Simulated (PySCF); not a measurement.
SMILES Bc1ccccc1C(F)(F)F (C₇H₆BF₃) at its GFN2-xTB optimised geometry (Å):

```
17

B     -1.5261    -1.8742    -0.0019
C     -0.7616    -0.5095     0.0000
C     -1.3856     0.7377     0.0011
C     -0.6514     1.9098     0.0013
C      0.7348     1.8757     0.0003
C      1.3863     0.6569     0.0000
C      0.6340    -0.5095     0.0000
C      1.3266    -1.8350     0.0005
F      0.4420    -2.8605    -0.0020
F      2.1177    -2.0248    -1.0706
F      2.1132    -2.0263     1.0745
H     -1.8931    -2.3269     1.0100
H     -1.8905    -2.3243    -1.0158
H     -2.4645     0.7802     0.0016
H     -1.1637     2.8605     0.0020
H      1.3038     2.7922    -0.0001
H      2.4645     0.6003    -0.0006
```

Level of theory: PBE0/def2-SVP (PySCF). Cells within 0.4 Å of a nucleus heavier than hydrogen are left out (blank, or x).

Map of the deformation density (molecule minus spherical neutral atoms) (e/bohr³) on the plane z = 0.8 Å:

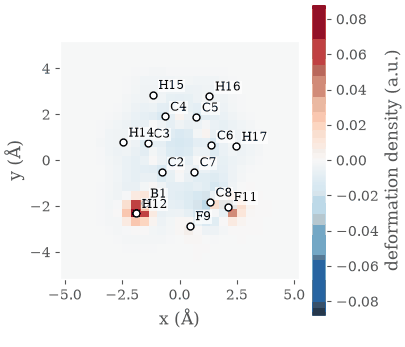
Figure. Deformation density (molecule minus spherical neutral atoms) (e/bohr³) on the plane z = 0.8 Å.
